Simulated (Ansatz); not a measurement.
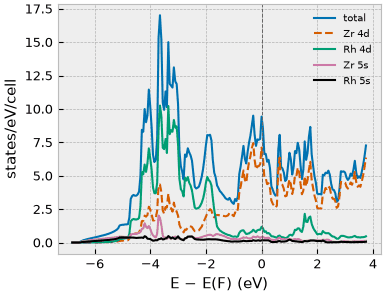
Figure: Total and projected density of states of Zr2Rh in space group I4/mcm (No. 140; Rh on 4a, Zr on 8h), DFT-r²SCAN in the program Ansatz with PAW potentials

Question: Which orbitals carry the states next to the Fermi level?

Answer: Within 0.5 eV of the Fermi level: Zr 4d 76 %, Rh 4d 11 %, outside the projected shells 5 %. Projections are on Löwdin-orthogonalised atomic valence shells; empty p or d shells of many metals are not among them.

Question: Where is the tallest occupied peak in this window, and what makes it?

Answer: Near -3.6 eV, about 17 states/eV per cell; the largest projected share is Rh 4d.

The workflow started from an entry of the Crystallography Open Database (COD). Whether it is the stable phase at ambient conditions was not checked. Symmetry was held in the r²SCAN relaxation; whether a distortion lowers the energy is not shown. No spin polarisation was allowed. Scalar-relativistic: spin–orbit coupling is off unless named, which matters more the heavier the elements.

Potentials: the later of the program's two PAW sets.
